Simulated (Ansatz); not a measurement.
# BClH2: molecular dynamics

Purpose: to follow the molecule's vibrations and see whether its bonds hold. The start is relaxed first. Runs: 300 steps of 1 fs under a Langevin thermostat at 3000 K. SMILES of the start: BCl.

All numbers below are computed with Ansatz 0.2.0 (RKS r2SCAN-D4/def2-TZVP).

### 1 The starting structure

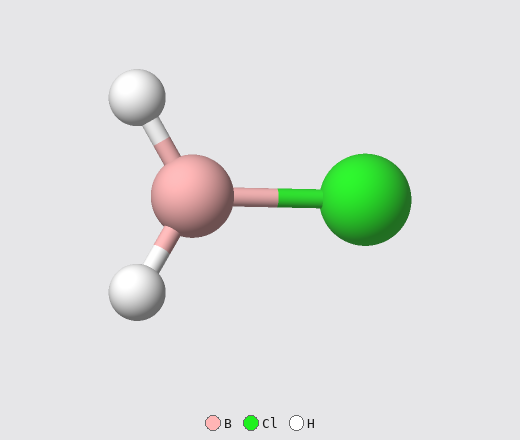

The starting structure, seen from a chosen angle (boron pink, chlorine green, hydrogen white).

Structure file:

```xyz
4

B     0.0000    0.0000    0.0000
Cl    0.0000    0.0000    1.8600
H     1.0305    0.0000   -0.5950
H    -1.0305    0.0000   -0.5950
```

### 2 Preparing the start

input.yaml reads:

```yaml
crystal:
  periodic: [false, false, false]
  atoms:
    - { symbol: B, position_ang: [0.0, 0.0, 0.0] }
    - { symbol: Cl, position_ang: [0.0, 0.0, 1.86] }
    - { symbol: H, position_ang: [1.0305, 0.0, -0.595] }
    - { symbol: H, position_ang: [-1.0305, 0.0, -0.595] }
basis:
  gaussian: { orbitals: def2-TZVP }
hamiltonian:
  xc: r2scan
  dispersion: d4
relax:
  f_tol: 0.02
  max_steps: 40
```

On the command line:

```sh
ansatz run input.yaml --threads 1 --pin off --max-ram 2048MiB --backend cpu --events-out ev --progress --plain --runs-dir out
```

After this run come: The run.

Before running it: what results should come out? Wanted: relaxation of the start; temperature, first and last step; temperature, second half; potential energy, second half; bonds formed or broken.

**Answer**, as computed:

```
                        quantity                            value
         relaxation of the start          4 moves, 0.170 eV lower
                          length                300 steps of 1 fs
temperature, first and last step                  2250 and 1939 K
        temperature, second half  mean 1424 K, from 462 to 2292 K
   potential energy, second half     +133 meV/atom from the start
          bonds formed or broken                                0
```

Against a set 3000 K the second half averages 1424 K with a spread of 408 K; 133 meV/atom has gone into potential energy, and a thermostat that acts over some 1000 fs has not made it up in 300 fs. No bond forms or breaks. Averages from a run of 300 fs with 4 atoms are rough. The nuclei move classically, without zero-point motion, which matters most for hydrogen.
